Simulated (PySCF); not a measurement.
C$_{4}$H$_{7}$PS$_{2}$Si, SMILES `P[SiH2]Sc1cccs1`.

Method: B3LYP/cc-pVDZ; geometry: GFN2-xTB; program: PySCF. No frequency check shows the geometry to be a minimum. GFN2-xTB bond lengths at metals and heavier atoms can be off by up to 0.1 Å and shapes distorted, which carries into these values. Without diffuse functions Rydberg states are missing, so the states' numbers hold for this basis only.

Input script:

```python
import numpy as np
from pyscf import gto, scf, dft, tdscf
from pyscf.scf import atom_ks, atom_hf
from scipy.linalg import block_diag

def solve(mol, dm0=None, hcore=None):
    mf = (dft.UKS if mol.spin else dft.RKS)(mol, xc='b3lyp')
    mf.grids.level = 3
    mf = mf.density_fit(auxbasis='def2-universal-jkfit')
    mf.conv_tol, mf.max_cycle = 1e-8, 80
    if hcore is not None:
        mf.get_hcore = lambda *args: hcore
    mf.kernel(dm0)
    if not mf.converged:
        mf = mf.newton().run(mf.mo_coeff, mf.mo_occ, max_cycle=30)
    assert mf.converged, 'SCF not converged'
    return mf

mol = gto.M(atom='''
P      2.07805     1.65425     0.44140
Si     2.07987    -0.38364    -0.49560
S      0.55301    -1.70441     0.30797
C     -0.84146    -0.64725     0.24126
C     -1.70919    -0.39282     1.25878
C     -2.75173     0.48180     0.88005
C     -2.66453     0.87743    -0.41380
S     -1.31295     0.17825    -1.21824
H      0.70572     1.72529     0.62443
H      2.27998     1.19586     1.73379
H      3.28567    -1.13378    -0.17944
H      1.83047    -0.25610    -1.92850
H     -1.59573    -0.81513     2.24007
H     -3.52677     0.80516     1.55116
H     -3.30783     1.53970    -0.95770
''', basis='cc-pvdz', charge=0, spin=0, verbose=4)
mf = solve(mol)
td = mf.TDDFT()
td.nstates, td.singlet, td.conv_tol = 5, True, 1e-5
td.kernel()
td.analyze()
x, y = np.array([p[0] for p in td.xy]), np.array([p[1] + 0 * p[0] for p in td.xy])
f, mu = td.oscillator_strength(), td.transition_dipole()
nto = [td.get_nto(state=i + 1, verbose=4) for i in range(len(td.e))]
# spherically averaged free atoms, for the promolecule
atm = atom_ks.get_atm_nrks(mol, xc='b3lyp')
pro = block_diag(*[(atm[a[0]][2] * atm[a[0]][3]) @ atm[a[0]][2].T for a in mol._atom])
np.savez('result.npz', e=td.e, f=f, ok=td.converged, w=[n[0] for n in nto], nto=[n[1] for n in nto], x=x, y=y, c=mf.mo_coeff, occ=mf.mo_occ, eps=mf.mo_energy, pro=pro, mu=mu)
```

Command:

```sh
OMP_NUM_THREADS=1 python input.py
```

The run took 33 min on 1 thread of AMD EPYC (Zen 3), with other jobs on the host, peak memory 1.1 GiB.

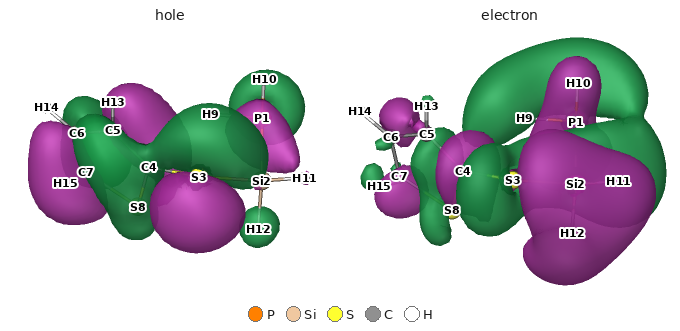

Leading natural transition orbital pair of S₃ (full linear response singlet states); the surfaces enclose about 85 % of each orbital's density.

Give its energy and the atoms that hole and electron lie on.

Answer. 5.52 eV (224 nm), f = 0.005; the leading pair carries 88 %; hole on S3 (35 %), C4 and C7 (12 % each) and P1 (10 %), electron on Si2 (24 %), P1 (23 %) and S3 (18 %); their centroids lie 1.6 Å apart. In canonical orbitals it is mainly HOMO → LUMO+2 (85 %). The HOMO–LUMO gap is 5.19 eV.
